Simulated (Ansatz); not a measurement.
# C₃H₈ClNSi: a ladder of functionals and wavefunction methods

Aim: compute C₃H₈ClNSi with functionals from several rungs and with coupled cluster, and see how far each lands from CCSD(T) at the basis-set limit for the atomisation energy.

Method: functionals in def2-TZVPP, the program's frozen cores in correlated methods; program: Ansatz 0.2.0, Gaussian basis.

Levels to be run: LDA (SPW92), PBE-D4, revPBE-D4, BLYP-D4, r2SCAN-D4, B97M-V, PBE0-D4, B3LYP-D4, r2SCANh-D4, r2SCAN0-D4, HSE06-D4, BHLYP-D4, CAM-B3LYP-D4, LC-ωPBE, ωB97X-V, ωB97M-V, B2PLYP, PBE-QIDH; CCSD(T)/def2-SVP; CCSD(T)/def2-TZVPP; MP2/def2-QZVPP; extrapolation to the limit; RPA on PBE.

## (1) The geometry

An earlier PBE0-D4 in a triple-zeta def2 set relaxation fixed the geometry.

SMILES `C=CN(C)[SiH2]Cl`, 14 atoms, charge 0, spin multiplicity 1.

Atoms are counted from 1 here; the program's logs count them from 0.

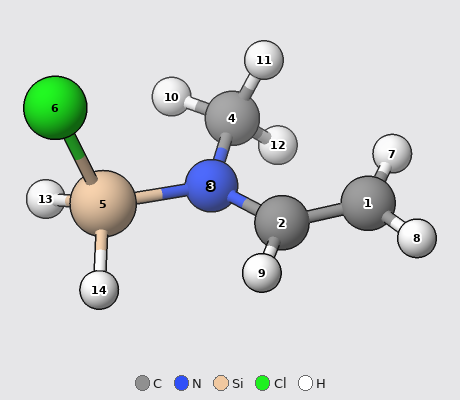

The structure; carbon grey, nitrogen blue, silicon light orange, chlorine green, hydrogen white; atoms are numbered from 1 in the order of the file.

## (2) LDA

This LDA is Slater exchange with PW92 correlation.

Input file in.yaml:

```yaml
crystal:
  periodic: [false, false, false]
  atoms:
    - {symbol: C, position_ang: [-0.208112, -2.182061, -0.046786]}
    - {symbol: C, position_ang: [-0.620399, -0.977632, 0.349736]}
    - {symbol: N, position_ang: [-0.125376, 0.245999, -0.070213]}
    - {symbol: C, position_ang: [0.960622, 0.230025, -1.026040]}
    - {symbol: Si, position_ang: [-0.562879, 1.705539, 0.717783]}
    - {symbol: Cl, position_ang: [0.734531, 2.233027, 2.232524]}
    - {symbol: H, position_ang: [0.601624, -2.327803, -0.749222]}
    - {symbol: H, position_ang: [-0.696810, -3.064076, 0.342246]}
    - {symbol: H, position_ang: [-1.434674, -0.897224, 1.064847]}
    - {symbol: H, position_ang: [1.230314, 1.251308, -1.299075]}
    - {symbol: H, position_ang: [1.848412, -0.263835, -0.615934]}
    - {symbol: H, position_ang: [0.660727, -0.301663, -1.934637]}
    - {symbol: H, position_ang: [-0.506780, 2.807640, -0.265353]}
    - {symbol: H, position_ang: [-1.894001, 1.511556, 1.329023]}
basis:
  gaussian: {orbitals: def2-TZVPP}
hamiltonian: {xc: lda}
output: {orbitals: {seedname: orbitals}}
```

Launch:

```bash
$ ansatz run in.yaml --threads 2 --pin off --events-out ev --progress --plain --max-ram 31744MiB --backend cpu
```

The runs that follow: PBE-D4 (GGA); revPBE-D4 (GGA); BLYP-D4 (GGA); r2SCAN-D4 (meta-GGA); B97M-V (meta-GGA); PBE0-D4 (hybrid); B3LYP-D4 (hybrid); r2SCANh-D4 (hybrid); r2SCAN0-D4 (hybrid); HSE06-D4 (hybrid); BHLYP-D4 (hybrid); CAM-B3LYP-D4 (range-separated); LC-ωPBE (range-separated); ωB97X-V (range-separated); ωB97M-V (range-separated); B2PLYP (double hybrid); PBE-QIDH (double hybrid); CCSD(T) in def2-SVP; CCSD(T) in def2-TZVPP; MP2 in def2-QZVPP; RPA on PBE orbitals.

**Question.** What will the summary of the whole plan be? Wanted: atomisation energy, CCSD(T)/CBS; farthest beyond LDA; mean size of error, GGA; mean size of error, meta-GGA; mean size of error, hybrid; mean size of error, range-separated; mean size of error, double hybrid; gap, smallest and largest; T1 diagnostic.

As calculated:

| quantity | value |
| --- | --- |
| atomisation energy, CCSD(T)/CBS | 5302.1 kJ/mol |
| functionals within 26.5 kJ/mol (0.5 %) | revPBE-D4, BLYP-D4, r2SCAN-D4, B97M-V, PBE0-D4, B3LYP-D4, r2SCANh-D4, LC-ωPBE, ωB97X-V, ωB97M-V, PBE-QIDH |
| farthest beyond LDA | BHLYP-D4 (-122.9 kJ/mol) |
| mean size of error, GGA | 40.4 kJ/mol |
| mean size of error, meta-GGA | 14.5 kJ/mol |
| mean size of error, hybrid | 44.0 kJ/mol |
| mean size of error, range-separated | 24.5 kJ/mol |
| mean size of error, double hybrid | 37.2 kJ/mol |
| gap, smallest and largest | 4.65 eV (LDA (SPW92)), 11.57 eV (LC-ωPBE) |
| T1 diagnostic | 0.0111 |
| triples share of the correlation energy | 4.1 % |

In words: LDA overbinds by 744.6 kJ/mol (14 %). PBE-D4 misses by +106.6 kJ/mol. Double hybrids carry the basis error of their MP2 part in triple zeta, and no dispersion term here, so their miss is partly the set-up's. The rungs meta-GGA, range-separated miss on average by less than the doubt on the reference (26.5 kJ/mol), so they tie. The reference freezes the cores and leaves out relativity and excitations past (T), so misses under about 26.5 kJ/mol can't be ranked. Hartree-Fock recovers 73 % of the binding; the rest is correlation. CCSD(T) in def2-SVP is off by -291.0 kJ/mol, so the small basis spoils what the method gains. Orbital gaps span 4.7 to 11.6 eV; exact exchange widens them.
